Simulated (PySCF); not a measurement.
# A workflow on MgNH3S (SMILES [NH2][Mg][SH])

Wanted: a geometry optimisation (B3PW91-D4/pc-1), then the energy (DF-CCSD(T)/6-31++G**), then the excited states (TDA-BLYP/6-31G**) of MgNH3S. Input form: a Python script.

Program for the calculation: PySCF 2.14.0.

1 further run of the same task is left out (for a faulty analytic Hessian).

## 1. The system as given

MgNH3S has 6 atoms, charge 0, and is taken as a singlet. SMILES: `[NH2][Mg][SH]`. All atoms were displaced at random from a relaxed shape. The run starts from this shape.

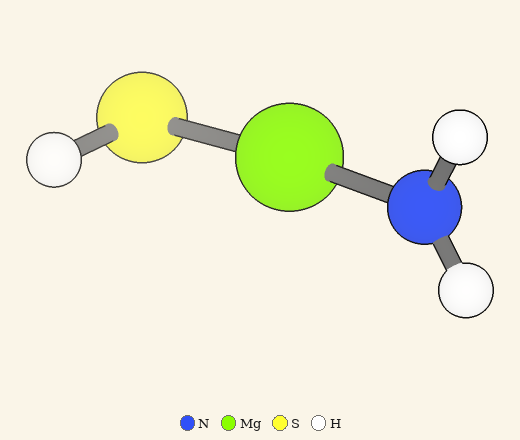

Viewed from a chosen angle; nitrogen blue, magnesium green, sulfur yellow, hydrogen white.

## 2. A geometry optimisation at B3PW91-D4/pc-1 (run 1)

File job.py:

```python
from pyscf import gto, dft
from pyscf.geomopt.geometric_solver import kernel as optimise

mol = gto.Mole()
mol.atom = '''
N   -1.057928   0.187222  -1.044973
Mg   0.116566   0.108544   0.454826
S    1.313745  -0.210241   2.303969
H   -1.148304   1.196754  -1.624230
H   -1.538408  -0.527984  -1.568635
H    2.405086  -0.527868   1.490606
'''
mol.basis = 'pc-1'
mol.max_memory = 1860
mol.verbose = 3
mol.build()

myscf = dft.RKS(mol)
myscf.xc = 'b3pw91'
myscf.disp = 'd4'
converged, mol_eq = optimise(myscf, maxsteps=100, convergence_set='GAU_TIGHT')
print('converged:', converged)
print(mol_eq.tostring())

myscf.reset(mol_eq)
mol = mol_eq
myscf.kernel()
etot = myscf.e_tot
print('E(%s) = %.9f' % ('B3PW91', etot))
```

Launch:

```console
$ OMP_NUM_THREADS=1 python job.py
```

The program printed:

```text
convergence_set           GAU_TIGHT
maxiter                   100
----------------------------------------------------------
Custom engine selected.
Bonds will be generated from interatomic distances less than 1.20 times sum of covalent radii
18 internal coordinates being used (instead of 18 Cartesians)
Internal coordinate system (atoms numbered from 1):
Distance 1-2
Distance 1-4
Distance 1-5
Distance 2-3
Distance 3-6
Angle 2-1-5
Angle 4-1-5
Angle 2-3-6
LinearAngleX 1-2-3
LinearAngleY 1-2-3
Out-of-Plane 1-2-4-5
Dihedral 4-1-3-6
Dihedral 5-1-3-6
Translation-X 1-6
Translation-Y 1-6
Translation-Z 1-6
Rotation-A 1-6
Rotation-B 1-6
Rotation-C 1-6
> ===== Optimization Info: ====
> Job type: Energy minimization
> Maximum number of optimization cycles: 100
> Initial / maximum trust radius (Angstrom): 0.100 / 0.300
> Convergence Criteria:
> Will converge when all 5 criteria are reached:
>  |Delta-E| < 1.00e-06
>  RMS-Grad  < 1.00e-05
>  Max-Grad  < 1.50e-05
>  RMS-Disp  < 4.00e-05
>  Max-Disp  < 6.00e-05
> === End Optimization Info ===

Geometry optimization cycle 1
[... 9 lines left out ...]
WARN: Mole.unit (angstrom) is changed to Bohr
[... 24 lines left out ...]
converged SCF energy = -654.781583324065
[... 68 lines left out ...]
converged SCF energy = -654.782581818587
[... 68 lines left out ...]
converged SCF energy = -654.78263549775
[... 68 lines left out ...]
converged SCF energy = -654.782639024269
[... 68 lines left out ...]
converged SCF energy = -654.782639194154
[... 69 lines left out ...]
converged SCF energy = -654.782639217868
[... 68 lines left out ...]
converged SCF energy = -654.782639251479
[... 68 lines left out ...]
converged SCF energy = -654.782639316131
[... 68 lines left out ...]
converged SCF energy = -654.782639374463
[... 68 lines left out ...]
converged SCF energy = -654.7826393801
[... 58 lines left out ...]
Converged! =D
[... 1 line left out ...]
converged: True
N          -1.03748078        0.26340754       -1.10646308
Mg          0.07326066        0.05015363        0.40966909
S           1.42098681       -0.20698472        2.29855562
H          -1.20584703        1.12296920       -1.62150621
H          -1.59253267       -0.45652751       -1.56040989
H           2.54637747       -0.51940548        1.61167925
converged SCF energy = -654.782639380232
E(B3PW91) = -654.782639380
```

Run time: 5.9 min. Hardware: 1 thread of Intel Xeon at 2.50GHz (Skylake/Cascade Lake), shared host; peak memory 0.59 GiB.

Step by step:

| step | energy from the first frame kept (eV) | largest force (eV/Å) |
| --- | --- | --- |
| 0 | 0.0000 | 4.1990 |
| 2 | -0.4929 | 0.2635 |
| 4 | -0.5003 | 0.0638 |
| 6 | -0.5016 | 0.0309 |
| 8 | -0.5018 | 0.0113 |
| 10 | -0.5019 | 0.0046 |
| 12 | -0.5019 | 0.0063 |
| 14 | -0.5019 | 0.0012 |
| 16 | -0.5019 | 0.0016 |
| 18 | -0.5019 | 0.0011 |
| 20 | -0.5019 | 0.0011 |
| 22 | -0.5019 | 0.0014 |
| 24 | -0.5019 | 0.0016 |
| 26 | -0.5019 | 0.0014 |
| 28 | -0.5019 | 0.0013 |
| 30 | -0.5019 | 0.0013 |

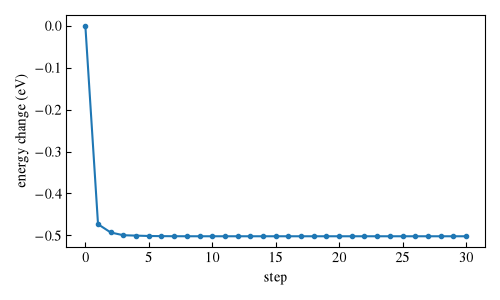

Energy along the run.

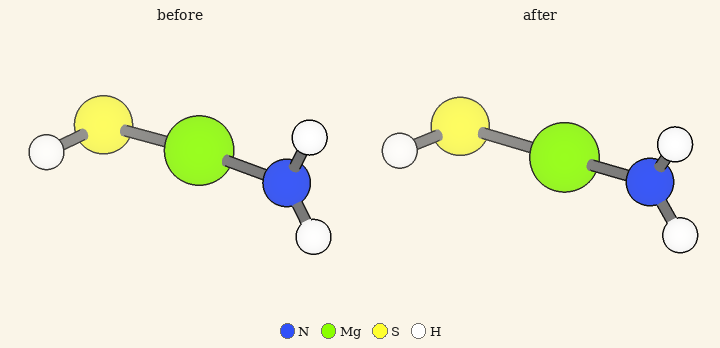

Before and after, at one scale.

After the run. Bond lengths: N1–Mg2 1.892 Å, Mg2–S3 2.335 Å, N1–H4 1.016 Å, N1–H5 1.016 Å, S3–H6 1.355 Å. Angles: N1–Mg2–S3 179.3°, Mg2–N1–H4 126.8°, Mg2–N1–H5 126.8°, Mg2–S3–H6 95.4°, H4–N1–H5 106.4°.

## 3. The energy at DF-CCSD(T)/6-31++G(d,p) (density fitting with def2-universal-jkfit, spherical functions) (run 3)

File mol.xyz:

```xyz
6

N     -1.037481     0.263408    -1.106463
Mg     0.073261     0.050154     0.409669
S      1.420987    -0.206985     2.298556
H     -1.205847     1.122969    -1.621506
H     -1.592533    -0.456528    -1.560410
H      2.546377    -0.519405     1.611679
```

File run.py:

```python
from pyscf import gto, scf, cc

system = gto.Mole()
system.atom = 'mol.xyz'
system.max_memory = 1860
system.basis = '6-31++g**'
system.verbose = 4
system.build()

mf = scf.RHF(system)
mf = mf.density_fit(auxbasis='def2-universal-jkfit')
mf.kernel()

mycc = cc.CCSD(mf, frozen=7).density_fit()
mycc.kernel()
e_t = mycc.ccsd_t()
e_final = mycc.e_tot + e_t
print('E = %.10f Eh' % e_final)
mf.analyze()
```

Launch:

```console
$ OMP_NUM_THREADS=1 python run.py
```

The program printed:

```text
PySCF version 2.14.0

[... 98 lines left out ...]
WARN: Even tempered Gaussians are generated as DF auxbasis for  Mg
[... 24 lines left out ...]
DFT Exchange-Correlation Energy =      -48.843240431262700
[... 9 lines left out ...]
MO #8   energy= -3.78700047564901  occ= 2
[... 7 lines left out ...]
MO #16  energy= -0.503628934076414 occ= 2
[... 7 lines left out ...]
MO #24  energy= 0.0743979569464255 occ= 0
[... 7 lines left out ...]
MO #32  energy= 0.161458186340163  occ= 0
[... 7 lines left out ...]
MO #40  energy= 0.31574433079501   occ= 0
[... 7 lines left out ...]
MO #48  energy= 0.554725866701378  occ= 0
[... 7 lines left out ...]
MO #56  energy= 1.04461931933204   occ= 0
[... 7 lines left out ...]
MO #64  energy= 1.40295629766513   occ= 0
[... 7 lines left out ...]
MO #72  energy= 2.52439654588242   occ= 0
[... 7 lines left out ...]
MO #80  energy= 3.87073374683669   occ= 0
[... 50 lines left out ...]
pop of  2 S 3px           1.32730
pop of  2 S 3py           1.91885
pop of  2 S 3pz           1.68817
pop of  2 S 4px           0.00789
pop of  2 S 4py           0.01072
pop of  2 S 4pz           0.00217
pop of  2 S 5px           0.00112
pop of  2 S 5py           0.00020
pop of  2 S 5pz           0.00301
pop of  2 S 3dxy          0.00106
pop of  2 S 3dyz          0.00216
pop of  2 S 3dz^2         0.00265
pop of  2 S 3dxz          0.01106
pop of  2 S 3dx2-y2       0.00271
pop of  3 H 1s            0.77731
pop of  3 H 2s            0.00472
pop of  3 H 3s            0.00391
pop of  3 H 2px           0.00087
pop of  3 H 2py           0.00091
pop of  3 H 2pz           0.00093
pop of  4 H 1s            0.77731
pop of  4 H 2s            0.00472
pop of  4 H 3s            0.00391
pop of  4 H 2px           0.00117
pop of  4 H 2py           0.00067
pop of  4 H 2pz           0.00087
pop of  5 H 1s            0.91257
pop of  5 H 2s            0.00515
pop of  5 H 3s            0.00110
pop of  5 H 2px           0.00254
pop of  5 H 2py           0.00059
pop of  5 H 2pz           0.00095
 ** Mulliken atomic charges  **
charge of    0N =     -1.17460
charge of    1Mg =      1.45328
charge of    2S =     -0.77849
charge of    3H =      0.21136
charge of    4H =      0.21136
charge of    5H =      0.07710
Dipole moment(X, Y, Z, Debye): -0.57600,  0.05156, -2.17759
```

It took 1.7 min on 1 thread of Intel Xeon at 2.50GHz (Skylake/Cascade Lake), shared host; peak memory 0.32 GiB.

## 4. The excited states at TDA-BLYP/6-31G(d,p) (density fitting with def2-universal-jkfit, spherical functions, spin of roots singlet) (run 4)

File input.xyz:

```xyz
6
H3MgNS
N     -1.037481     0.263408    -1.106463
Mg     0.073261     0.050154     0.409669
S      1.420987    -0.206985     2.298556
H     -1.205847     1.122969    -1.621506
H     -1.592533    -0.456528    -1.560410
H      2.546377    -0.519405     1.611679
```

File input.py:

```python
from pyscf import gto, dft, tdscf

molecule = gto.Mole()
molecule.atom = 'input.xyz'
molecule.charge = 0
molecule.basis = '6-31g**'
molecule.max_memory = 1860
molecule.verbose = 4
molecule.build()

mf = dft.RKS(molecule, xc='blyp')
mf = mf.density_fit(auxbasis='def2-universal-jkfit')
mf.kernel()

energy = mf.e_tot
print(f'total energy: {energy:.8f} hartree')

td = tdscf.TDA(mf)
td.nstates = 8
td.kernel()
td.analyze()
roots = td.e * 27.211386
osc = td.oscillator_strength()
print('state   eV      nm      f')
for i, (w, f) in enumerate(zip(roots, osc), 1):
    print('%3d %9.4f %8.1f %9.5f' % (i, w, 1239.842 / w, f))
```

Launch:

```console
$ OMP_NUM_THREADS=1 python input.py
```

The program printed:

```text
PySCF version 2.14.0

[... 79 lines left out ...]
converged SCF energy = -654.828272210696
total energy: -654.82827221 hartree
[... 37 lines left out ...]
** Transition electric dipole moments (AU) **
state          X           Y           Z        Dip. S.      Osc.
  1        -0.6224      0.1712      0.4443      0.6141      0.0479
  2         0.1638      0.6482     -0.0288      0.4478      0.0422
  3         0.0025      0.0051      0.0010      0.0000      0.0000
[... 4 lines of this table left out ...]
  8         0.8736     -0.1656      1.1799      2.1826      0.3161

** Transition velocity dipole moments (imaginary part, AU) **
state          X           Y           Z        Dip. S.      Osc.
  1        -0.0565      0.0157      0.0453      0.0055      0.0313
  2         0.0174      0.0689     -0.0030      0.0051      0.0239
  3         0.0004      0.0014     -0.0001      0.0000      0.0000
[... 4 lines of this table left out ...]
  8         0.1071     -0.0180      0.1685      0.0402      0.1233

** Transition magnetic dipole moments (imaginary part, AU) **
state          X           Y           Z
  1        -0.1452     -0.5939      0.0227
  2         0.1713     -0.0507     -0.2051
  3         0.1976     -0.0381      0.2587
[... 4 lines of this table left out ...]
  8        -0.0538     -0.2093      0.0036
state   eV      nm      f
  1    3.1870    389.0   0.04795
  2    3.8504    322.0   0.04224
  3    4.2632    290.8   0.00000
[... 4 lines of this table left out ...]
  8    5.9116    209.7   0.31611
```

Wall time 59 s (1 thread of Intel Xeon at 2.50GHz (Skylake/Cascade Lake), shared host); peak memory 0.39 GiB.

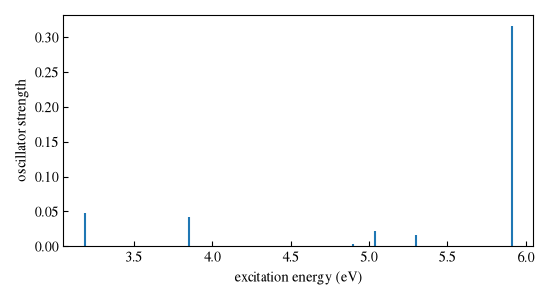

Vertical excitations as sticks.

The roots found:

| excited state | energy (eV) | strength |
| --- | --- | --- |
| 1 | 3.187 | 0.0479 |
| 2 | 3.850 | 0.0422 |
| 3 | 4.263 | 0.0000 |
| 4 | 4.899 | 0.0037 |
| 5 | 5.036 | 0.0214 |
| 6 | 5.112 | 0.0001 |
| 7 | 5.301 | 0.0160 |
| 8 | 5.912 | 0.3161 |

## 5. What came out

| quantity | value |
| --- | --- |
| run 1, B3PW91-D4/pc-1: total energy at the end | -654.78264 Eh |
| run 1, B3PW91-D4/pc-1: dipole moment | 2.30 D |
| run 1, B3PW91-D4/pc-1: HOMO energy | -5.94 eV |
| run 1, B3PW91-D4/pc-1: LUMO energy | -1.12 eV |
| run 1, B3PW91-D4/pc-1: HOMO–LUMO gap | 4.82 eV |
| run 1, B3PW91-D4/pc-1: dispersion energy | -10.69 kJ/mol |
| run 3, DF-CCSD(T)/6-31++G**: total energy | -653.75652 Eh |
| run 3, DF-CCSD(T)/6-31++G**: dipole moment (Hartree–Fock density) | 2.25 D |
| run 3, DF-CCSD(T)/6-31++G**: HOMO energy (Hartree–Fock orbitals) | -9.69 eV |
| run 3, DF-CCSD(T)/6-31++G**: LUMO energy (Hartree–Fock orbitals) | 0.30 eV |
| run 3, DF-CCSD(T)/6-31++G**: HOMO–LUMO gap (Hartree–Fock orbitals) | 9.99 eV |
| run 3, DF-CCSD(T)/6-31++G**: correlation energy (7 core orbitals frozen) | -381.5 mEh |
| run 3, DF-CCSD(T)/6-31++G**: (T) correction | -10.02 mEh |
| run 3, DF-CCSD(T)/6-31++G**: T1 diagnostic | 0.011 |
| run 4, TDA-BLYP/6-31G**: ground-state or mean-field energy | -654.82827 Eh |
| run 4, TDA-BLYP/6-31G**: dipole moment (BLYP Kohn–Sham density) | 2.34 D |
| run 4, TDA-BLYP/6-31G**: HOMO energy (BLYP Kohn–Sham orbitals) | -4.73 eV |
| run 4, TDA-BLYP/6-31G**: LUMO energy (BLYP Kohn–Sham orbitals) | -1.70 eV |
| run 4, TDA-BLYP/6-31G**: HOMO–LUMO gap (BLYP Kohn–Sham orbitals) | 3.02 eV |
| run 4, TDA-BLYP/6-31G**: lowest singlet excitation energy | 3.19 eV |

The optimisation (run 1, B3PW91-D4/pc-1) took 30 steps and changed the energy by -0.502 eV. The triples (run 3, DF-CCSD(T)/6-31++G**) make up 2.6 % of the correlation energy. The brightest of the 8 transitions from the ground state lies at 5.91 eV (210 nm, f = 0.316); the lowest, at 3.19 eV, has f = 0.048. Roots above 4.7 eV lie over the negative of the HOMO energy, where those of Rydberg kind are poorly described; valence roots are less touched.
